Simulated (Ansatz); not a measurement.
**HfN₄H₁₀O: nudged elastic band (part 2 of 2)**

The same run, continued: HfN₄H₁₀O; RKS PBE/def2-SVP (Ansatz 0.2.0). It belongs to a series of runs on one base structure; here: band between the two ends.

Geometry of the input (Å):
```
Hf -0.1684  0.0842  0.1156
N  -0.0068  0.1300  2.2106
H  -0.2920  0.8820  2.8501
H  0.6794  -0.4456  2.7149
N  1.8109  -0.0228  -0.4482
H  2.1974  -0.5583  -1.2342
H  2.5897  0.4721  0.0031
N  -0.8825  1.7728  -0.8056
H  -1.8477  2.0917  -0.6556
H  -0.4031  2.4325  -1.4257
N  -0.9542  -1.7023  -0.6791
H  -0.6530  -2.6465  -0.4073
H  -1.4497  -1.7883  -1.5751
O  -2.5355  -0.0843  0.9751
H  -2.4377  -0.9551  0.5019
H  -2.0960  -0.2718  1.8401
```

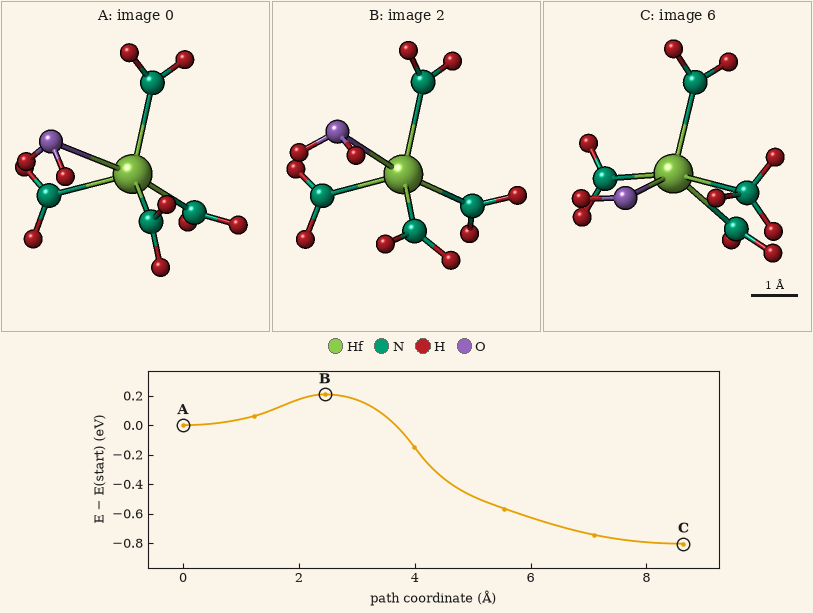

Images of the last band (counted from 0; ball-and-stick, seen at a tilt) above the energy along the path; the line is a cubic interpolation that uses the forces. The highest image is number 2, 0.209 eV above the start and 1.014 eV above the end (the climbing image); the end lies 0.805 eV below the start. The path is 8.64 Å long. The band converged in 18 iterations.

```
Total energy: -9465.95069816 eV, -347.8672719057 hartree
Atom 0 at    -0.154999    -0.000238     0.062735 Å, force     0.003813     0.014548     0.011454 eV/Å
Atom 1 at     0.003860    -0.181657     2.165481 Å, force    -0.017143     0.004870    -0.034963 eV/Å
Atom 2 at    -0.632610    -0.557475     2.878939 Å, force     0.028956     0.008365     0.019866 eV/Å
Atom 3 at     0.922403    -0.103449     2.618288 Å, force    -0.001004    -0.009653     0.019410 eV/Å
Atom 4 at     1.835063     0.106126    -0.459587 Å, force    -0.006675     0.004451    -0.001017 eV/Å
Atom 5 at     2.429197    -0.619609    -0.875063 Å, force    -0.003348     0.002975    -0.002067 eV/Å
Atom 6 at     2.414129     0.947599    -0.342905 Å, force     0.006353    -0.006345     0.000082 eV/Å
Atom 7 at    -0.858311     1.688233    -0.912904 Å, force    -0.021115     0.003473     0.003411 eV/Å
Atom 8 at    -1.732795     2.183615    -0.706806 Å, force     0.004517     0.002943     0.000318 eV/Å
Atom 9 at    -0.347957     2.220729    -1.626166 Å, force     0.011393    -0.012696     0.001003 eV/Å
Atom 10 at    -0.887417    -1.769337    -0.727485 Å, force    -0.000322    -0.032467    -0.000194 eV/Å
Atom 11 at    -0.660260    -2.690157    -0.330775 Å, force    -0.001511     0.009857    -0.002645 eV/Å
Atom 12 at    -1.388250    -1.924246    -1.609577 Å, force     0.004631     0.017378    -0.002138 eV/Å
Atom 13 at    -2.453231     0.296058     0.987350 Å, force    -0.005197    -0.033579    -0.024967 eV/Å
Atom 14 at    -2.776567    -0.626300     0.943671 Å, force    -0.007674     0.015949    -0.003710 eV/Å
Atom 15 at    -2.161554     0.420408     1.915306 Å, force     0.004327     0.009931     0.016157 eV/Å
Dipole moment:    -0.212897    -0.251006     0.282571 e Å
this run last wrote the band of iteration 18 to [file]
```

The last band as extended XYZ (Å, eV, eV/Å)
```
16
Properties=species:S:1:pos:R:3:forces:R:3 image=0 energy=-9466.15958
Hf   -0.1684    0.0842    0.1156    0.0082   0.0055   0.0012
N    -0.0068    0.1300    2.2106   -0.0050   0.0115   0.0022
H    -0.2920    0.8820    2.8501    0.0028  -0.0045  -0.0007
H     0.6794   -0.4456    2.7149    0.0003  -0.0046  -0.0020
N     1.8109   -0.0228   -0.4482    0.0059  -0.0019  -0.0101
H     2.1974   -0.5583   -1.2342   -0.0044   0.0057   0.0063
H     2.5897    0.4721    0.0031    0.0014  -0.0025   0.0005
N    -0.8825    1.7728   -0.8056   -0.0115  -0.0135   0.0140
H    -1.8477    2.0917   -0.6556    0.0119   0.0062  -0.0092
H    -0.4031    2.4325   -1.4257   -0.0028   0.0023  -0.0001
N    -0.9542   -1.7023   -0.6791   -0.0023  -0.0025   0.0029
H    -0.6530   -2.6465   -0.4073   -0.0001   0.0008  -0.0020
H    -1.4497   -1.7883   -1.5751   -0.0007   0.0003   0.0019
O    -2.5355   -0.0843    0.9751    0.0067  -0.0094   0.0164
H    -2.4377   -0.9551    0.5019   -0.0047  -0.0084  -0.0132
H    -2.0960   -0.2718    1.8401   -0.0057   0.0150  -0.0080
16
Properties=species:S:1:pos:R:3:forces:R:3 image=1 energy=-9466.09839
Hf   -0.1252    0.0791    0.1279    0.0130   0.0048   0.0131
N     0.0921   -0.0757    2.2005    0.0194   0.0065  -0.0024
H    -0.5185    0.1508    2.9928    0.0051   0.0867   0.0107
H     1.0178   -0.2744    2.5996    0.0112  -0.0266   0.0001
N     1.8416    0.0603   -0.4840    0.0053  -0.0011  -0.0045
H     2.3556   -0.6508   -1.0146   -0.0131  -0.0106  -0.0148
H     2.4961    0.8308   -0.2930    0.0105  -0.0139   0.0036
N    -0.8709    1.7398   -0.8466   -0.0042   0.0098   0.0059
H    -1.7729    2.1856   -0.6449   -0.0001   0.0036   0.0092
H    -0.3913    2.2876   -1.5691   -0.0018   0.0060   0.0052
N    -0.9886   -1.6935   -0.6114   -0.0179   0.0095   0.0242
H    -0.7892   -2.6245   -0.2245   -0.0221   0.0086   0.0134
H    -1.3675   -1.8264   -1.5569    0.0023   0.0203   0.0032
O    -2.4987    0.0998    0.9313   -0.0109   0.0066  -0.0381
H    -2.4502   -0.7944    0.4886    0.0356  -0.0270  -0.0334
H    -2.4794   -0.1037    1.8848   -0.0323  -0.0831   0.0047
16
Properties=species:S:1:pos:R:3:forces:R:3 image=2 energy=-9465.95060
Hf   -0.1550   -0.0002    0.0627    0.0038   0.0145   0.0115
N     0.0039   -0.1817    2.1655   -0.0171   0.0049  -0.0350
H    -0.6326   -0.5575    2.8789    0.0290   0.0084   0.0199
H     0.9224   -0.1034    2.6183   -0.0010  -0.0097   0.0194
N     1.8351    0.1061   -0.4596   -0.0067   0.0045  -0.0010
H     2.4292   -0.6196   -0.8751   -0.0033   0.0030  -0.0021
H     2.4141    0.9476   -0.3429    0.0064  -0.0063   0.0001
N    -0.8583    1.6882   -0.9129   -0.0211   0.0035   0.0034
H    -1.7328    2.1836   -0.7068    0.0045   0.0029   0.0003
H    -0.3480    2.2207   -1.6262    0.0114  -0.0127   0.0010
N    -0.8874   -1.7693   -0.7275   -0.0003  -0.0325  -0.0002
H    -0.6603   -2.6902   -0.3308   -0.0015   0.0099  -0.0026
H    -1.3882   -1.9242   -1.6096    0.0046   0.0174  -0.0021
O    -2.4532    0.2961    0.9873   -0.0052  -0.0336  -0.0250
H    -2.7766   -0.6263    0.9437   -0.0077   0.0159  -0.0037
H    -2.1616    0.4204    1.9153    0.0043   0.0099   0.0162
16
Properties=species:S:1:pos:R:3:forces:R:3 image=3 energy=-9466.30982
Hf   -0.4310   -0.0400   -0.0376   -0.1440  -0.0219  -0.0431
N    -0.1961   -0.0728    2.3103   -0.0611   0.0553   0.0592
H    -0.3651   -0.9788    2.7624    0.1260  -0.1958  -0.0437
H     0.5976    0.3618    2.7971   -0.1704   0.2352   0.0999
N     1.6613    0.0908   -0.3379   -0.1074   0.0056   0.0722
H     2.2290   -0.6334   -0.8002   -0.0847   0.0117   0.0458
H     2.3066    0.8720   -0.1580   -0.0531  -0.0375   0.0917
N    -0.8592    1.7030   -1.0238   -0.0123  -0.0160  -0.0473
H    -1.7501    2.1813   -0.8521   -0.0068   0.0063  -0.0862
H    -0.2798    2.2431   -1.6712    0.0269   0.0102  -0.0318
N    -0.8889   -1.8330   -0.9278   -0.0100  -0.0467  -0.1185
H    -0.6673   -2.7323   -0.4805    0.0158  -0.0091  -0.0574
H    -1.4177   -2.0275   -1.7827    0.0052  -0.0578  -0.0800
O    -2.2784    0.2691    0.9620    0.0945  -0.0540  -0.0324
H    -2.9646   -0.4144    0.8767   -0.0890   0.1198  -0.0430
H    -1.1457    0.4015    2.3438    0.4702  -0.0055   0.2147
16
Properties=species:S:1:pos:R:3:forces:R:3 image=4 energy=-9466.72530
Hf   -0.5737   -0.0709   -0.0226   -0.0386   0.0027   0.0055
N    -0.0585    0.1977    2.3369    0.0079   0.0348  -0.0279
H     0.0899   -0.7455    2.7210    0.0559   0.0274   0.0138
H     0.6908    0.7957    2.7052    0.0196   0.0345   0.0045
N     1.5340   -0.0520   -0.0584   -0.0025  -0.0269   0.0251
H     2.0283   -0.5091   -0.8356   -0.0279   0.0006  -0.0003
H     2.2524    0.4194    0.5023   -0.0057  -0.0514   0.0709
N    -1.0377    1.6314   -1.0693   -0.0147   0.0028  -0.0193
H    -1.9474    2.1047   -1.0414   -0.0139  -0.0103  -0.0199
H    -0.3964    2.1852   -1.6462    0.0018  -0.0156   0.0017
N    -0.8462   -1.7316   -1.2202   -0.0042   0.0017  -0.0323
H    -0.6062   -2.6806   -0.9050   -0.0051   0.0045  -0.0324
H    -1.2932   -1.8156   -2.1383    0.0080   0.0313  -0.0328
O    -2.2606   -0.2022    1.1607    0.0186  -0.0430   0.0104
H    -3.0485   -0.6394    0.7956   -0.0103  -0.0096  -0.0076
H    -0.9763    0.5032    2.6960    0.0111   0.0165   0.0406
16
Properties=species:S:1:pos:R:3:forces:R:3 image=5 energy=-9466.90356
Hf   -0.6016   -0.1437   -0.0167    0.0000  -0.0017  -0.0025
N    -0.0600    0.5333    2.2968   -0.0001   0.0180  -0.0114
H     0.3370   -0.2872    2.7744    0.0095   0.0268   0.0064
H     0.5468    1.3335    2.5140   -0.0085   0.0347  -0.0088
N     1.4888   -0.2969    0.0535   -0.0018  -0.0189   0.0055
H     2.0002   -0.6920   -0.7446   -0.0016  -0.0170   0.0076
H     2.1856   -0.0207    0.7532   -0.0032  -0.0316   0.0148
N    -1.1384    1.6290   -0.9132    0.0005   0.0019   0.0053
H    -2.0803    2.0373   -0.9231   -0.0033  -0.0040   0.0046
H    -0.5169    2.2515   -1.4415    0.0002   0.0008   0.0103
N    -0.8646   -1.5930   -1.4734   -0.0040   0.0111  -0.0075
H    -0.6178   -2.5826   -1.3457   -0.0086   0.0041  -0.0261
H    -1.2555   -1.4916   -2.4155    0.0007   0.0163  -0.0157
O    -2.0887   -0.7160    1.2611    0.0078  -0.0267   0.0055
H    -2.7999   -1.2576    0.8769    0.0116  -0.0281   0.0056
H    -0.9840    0.6871    2.7242    0.0007   0.0143   0.0064
16
Properties=species:S:1:pos:R:3:forces:R:3 image=6 energy=-9466.96411
Hf   -0.5648   -0.2373   -0.0127    0.0094   0.0005  -0.0015
N    -0.1093    0.7623    2.2421   -0.0015  -0.0041  -0.0046
H     0.7222    0.4578    2.7646   -0.0025  -0.0003   0.0047
H    -0.1359    1.7886    2.2890    0.0007   0.0016  -0.0011
N     1.5009   -0.5107    0.1000   -0.0132   0.0009  -0.0044
H     2.0231   -0.9422   -0.6710    0.0041  -0.0040  -0.0010
H     2.1583   -0.3664    0.8732    0.0055  -0.0004   0.0051
N    -1.1149    1.5946   -0.7901   -0.0051  -0.0015   0.0016
H    -2.0709    1.9701   -0.7972   -0.0020   0.0046  -0.0012
H    -0.5043    2.2855   -1.2406    0.0015  -0.0012   0.0010
N    -0.9067   -1.4952   -1.6247    0.0000   0.0009  -0.0044
H    -0.7406   -2.5090   -1.6530    0.0007  -0.0007  -0.0012
H    -1.2557   -1.2173   -2.5483   -0.0027  -0.0015  -0.0005
O    -1.9118   -0.9916    1.3089    0.0067   0.0031   0.0025
H    -2.6037   -1.5997    0.9972    0.0023  -0.0001   0.0011
H    -0.9353    0.4008    2.7432   -0.0040   0.0021   0.0037
```

Key numbers

```json
{"quantity": "outcome", "value": "converged"}
{"quantity": "barrier, forward", "value": "0.209 eV"}
{"quantity": "barrier, backward", "value": "1.014 eV"}
{"quantity": "wall time", "value": "3.6 min (CPU time 14 min)"}
{"quantity": "peak memory", "value": "0.23 GiB"}
```

The order of the saddle point was not checked.
